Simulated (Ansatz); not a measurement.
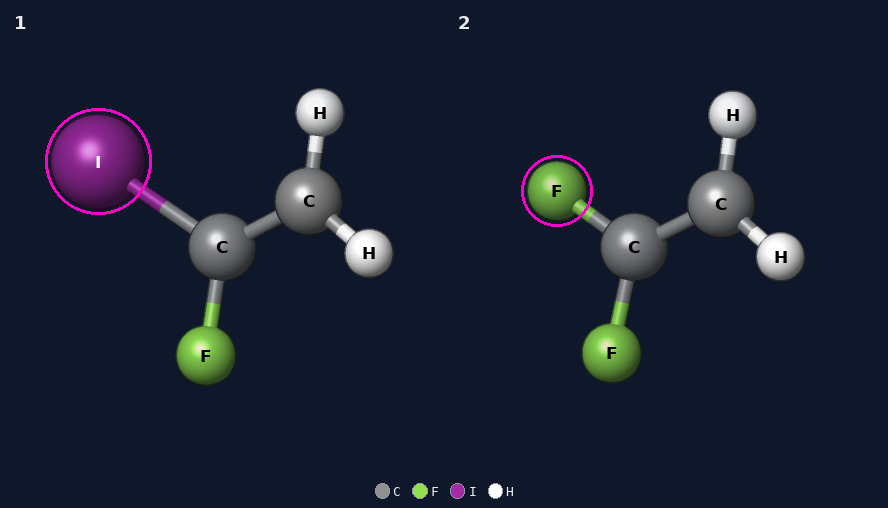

2 molecules with one skeleton, seen from the same side and at one scale; the atom that differs is circled. Each species is neutral and a spin singlet. Computed geometries: PBE0-D4/def2-TZVP optimisations, one conformation each. Properties computed with Ansatz 0.2.0. Elements past Kr carry core potentials.

One atom differs, called X below: I in panel 1, F in panel 2. Their formulas are C2H2FI (`C=C(F)I`), C2H2F2 (`C=C(F)F`).

Question: In which is the length of X–C larger (PBE0-D4/def2-TZVP)?

Answer: In panel 1 (X = I).

Question: In which is the HOMO energy (Kohn–Sham orbital) higher (PBE0-D4/def2-SVP)?

Answer: In panel 1 (X = I).

Give the values. With PBE0-D4/def2-TZVP: length of X–C (Å), angle F–C–X (°). With PBE0-D4/def2-SVP: HOMO energy (Kohn–Sham orbital) (eV), HOMO–LUMO gap (eV). With ωB97M-V/def2-TZVPP: dipole moment (D).

| quantity | 1 (I) | 2 (F) | 2 − 1 |
| --- | --- | --- | --- |
| length of X–C (Å) | 2.077 | 1.313 | −0.764 |
| angle F–C–X (°) | 112.5 | 109.6 | −2.9 |
| HOMO energy (Kohn–Sham orbital) (eV) | −7.24 | −7.67 | −0.43 |
| HOMO–LUMO gap (eV) | 6.40 | 8.44 | +2.04 |
| dipole moment (D) | 1.19 | 1.14 | −0.05 |
